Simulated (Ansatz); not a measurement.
# revPBE/def2-SVP run of CH4ClGa (SMILES [CH3][GaH][Cl])

What is the vertical ionisation energy of CH4ClGa at revPBE/def2-SVP? 

Program for the calculation: Ansatz 0.2.0.

62 further runs of the same task are left out: 62 set aside as unsound or not needed. Runs told in other sessions of the task aren't counted.

### 1 The system as given

CH4ClGa: 7 atoms, total charge 0, spin state singlet. SMILES: `[CH3][GaH][Cl]`. The shape is that of a PBE0-D4/def2-TZVP optimisation.

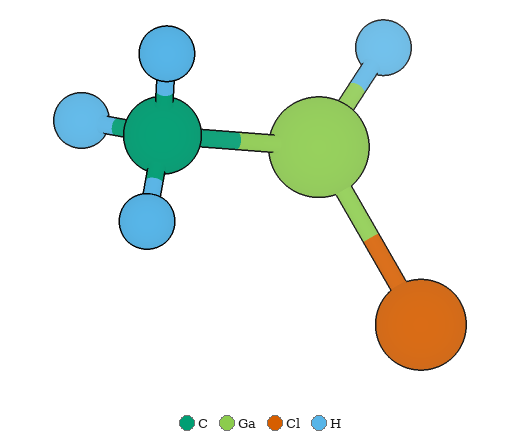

Viewed from a chosen angle; carbon teal, gallium green, chlorine orange, hydrogen blue.

### 2 The energy at revPBE/def2-SVP

The input, job.yaml:

```yaml
crystal:
  periodic: [false, false, false]
  atoms:
    - {symbol: C, position_ang: [-0.730500, 0.588300, -0.200700]}
    - {symbol: Ga, position_ang: [0.846300, -0.538100, 0.035700]}
    - {symbol: Cl, position_ang: [0.865000, -1.794800, 1.792800]}
    - {symbol: H, position_ang: [-0.435900, 1.637200, -0.283800]}
    - {symbol: H, position_ang: [-1.418300, 0.473600, 0.636300]}
    - {symbol: H, position_ang: [-1.245900, 0.318700, -1.126000]}
    - {symbol: H, position_ang: [2.119300, -0.684800, -0.854300]}
basis:
  gaussian:
    orbitals: def2-SVP
hamiltonian:
  xc: {name: revPBE}
accuracy: high
output:
  orbitals: {seedname: orbitals}
```

Command:

```bash
$ ansatz run job.yaml --threads 1 --pin off --max-ram 3480MiB --events-out events.jsonl --progress --plain --runs-dir runs
```

What it wrote:

```text
Warning: RAYON_NUM_THREADS=1 ignored (pool sized by the plan → 1); use --threads N
Functional definition: revPBE
  name "revPBE"
  parameter kappa = 1.245
  parameter beta = 0.06672455060314922
  exchange = pbe_x(kappa = kappa, mu = beta*pi^2/3)
  correlation = pbe_c(beta = beta)
1770 factors; integrals over basis functions are off by at most 8.8e-9 eV
mean field evaluation 1: about -65978.2373 eV, gradient 6.1e1 eV
mean field evaluation 2: about -65963.3900 eV, gradient 9.3e1 eV
mean field evaluation 4: about -65986.4228 eV, gradient 3.3e0 eV
mean field evaluation 8: about -65986.4528 eV, gradient 3.0e-1 eV
mean field evaluation 16: about -65986.4531 eV, gradient 9.1e-6 eV
mean field -65986.45305860 eV, -2424.9574226792 hartree, gradient 4.2e-8 eV, S^2 0.000000; 0 other end points of the search recorded, 0 dependent functions left out
reference -65986.45306283 eV, -2424.9574228346 hartree; 29, 29 occupied and 55, 55 virtual orbitals, 1770 factors
Total energy: -65986.45306283 eV, -2424.9574228346 hartree
```

It took 2.8 s on 1 thread of Intel Xeon 6975P-C (Granite Rapids), shared host; peak memory 0.22 GiB.

### 3 The doublet cation at the same level

The input, molecule.yaml:

```yaml
crystal:
  periodic: [false, false, false]
  atoms:
    - {symbol: C, position_ang: [-0.730500, 0.588300, -0.200700]}
    - {symbol: Ga, position_ang: [0.846300, -0.538100, 0.035700]}
    - {symbol: Cl, position_ang: [0.865000, -1.794800, 1.792800]}
    - {symbol: H, position_ang: [-0.435900, 1.637200, -0.283800]}
    - {symbol: H, position_ang: [-1.418300, 0.473600, 0.636300]}
    - {symbol: H, position_ang: [-1.245900, 0.318700, -1.126000]}
    - {symbol: H, position_ang: [2.119300, -0.684800, -0.854300]}
basis:
  gaussian: {orbitals: def2-SVP}
accuracy: high
hamiltonian: {xc: {name: revPBE}}
output: {orbitals: {seedname: orbitals}}
magnetization: {spin_polarized: true, initial_magnetization: 1}
total_charge: 1
```

Command:

```bash
$ ansatz run molecule.yaml --threads 1 --pin off --max-ram 3480MiB --events-out events.jsonl --progress --plain --runs-dir runs
```

What it wrote, shortened:

```text
Warning: RAYON_NUM_THREADS=1 ignored (pool sized by the plan → 1); use --threads N
[... 6 set-up lines as earlier in the session ...]
1769 factors; integrals over basis functions are off by at most 8.8e-9 eV
mean field evaluation 1: about -65961.8816 eV, gradient 5.4e1 eV
mean field evaluation 2: about -65886.0706 eV, gradient 1.0e2 eV
mean field evaluation 4: about -65971.4849 eV, gradient 2.6e1 eV
mean field evaluation 8: about -65976.6430 eV, gradient 4.6e-1 eV
mean field evaluation 16: about -65976.6383 eV, gradient 3.5e-4 eV
mean field evaluation 32: about -65976.4429 eV, gradient 2.2e0 eV
mean field -65976.63832125 eV, -2424.5967377342 hartree, gradient 2.8e-8 eV, S^2 0.753610; 3 other end points of the search recorded, 0 dependent functions left out
reference -65976.63832557 eV, -2424.5967378932 hartree; 29, 28 occupied and 55, 56 virtual orbitals, 1769 factors
Total energy: -65976.63832557 eV, -2424.5967378932 hartree
```

Run time: 5.4 s. Hardware: 1 thread of Intel Xeon 6975P-C (Granite Rapids), shared host; peak memory 0.27 GiB.

### 4 Outcome

At revPBE/def2-SVP:

| quantity | value |
| --- | --- |
| singlet CH4ClGa: total energy | -2424.95742 Eh |
| singlet CH4ClGa: HOMO energy | -6.64 eV |
| singlet CH4ClGa: LUMO energy | -1.91 eV |
| singlet CH4ClGa: HOMO–LUMO gap | 4.73 eV |
| doublet cation: total energy | -2424.59674 Eh |
| doublet cation: HOMO energy (highest over α and β) | -13.84 eV |
| doublet cation: LUMO energy (lowest over α and β) | -12.96 eV |
| doublet cation: ⟨S²⟩ | 0.754 |
| vertical ionisation energy (to the doublet cation) | 9.815 eV |

What this shows: Removing an electron at fixed nuclei costs 9.81 eV (226 kcal/mol). The negative HOMO energy of the first species, 6.64 eV, lies 3.18 eV below that difference.
